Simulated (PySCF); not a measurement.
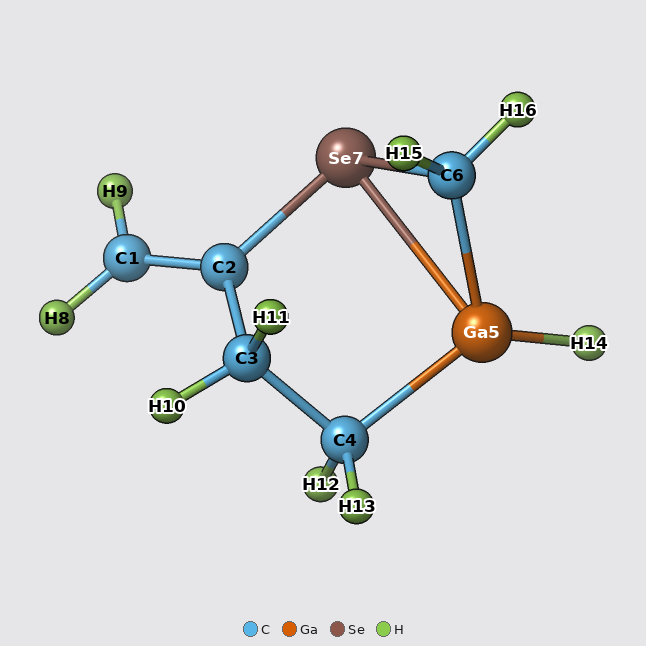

The geometry was computed by an optimisation with GFN2-xTB. No frequency run is at hand to confirm it as a minimum. Electric field gradients from the ground-state density, B3LYP/pcJ-1 (pcSseg-1 on Ga) (pcSseg-1 on Se) (PySCF 2.14.0), non-relativistic apart from any core potentials.

Give the largest field-gradient component, the quadrupole coupling constant and the asymmetry for 69Ga at Ga5 (Q = 171 mb), 2H at H8 (Q = 2.86 mb), 2H at H9 (Q = 2.86 mb).

| atom | V_zz (a.u.) | e²qQ/h (MHz) | η |
| --- | --- | --- | --- |
| Ga5 | 3.004 | 120.7 | 0.29 |
| H8 | 0.325 | 0.218 | 0.08 |
| H9 | 0.321 | 0.216 | 0.09 |

The geometry is semi-empirical. Around Ga, Se such bond lengths and angles can be off by a tenth of an ångström or more and by several degrees, and values that hang on the shape move with them.
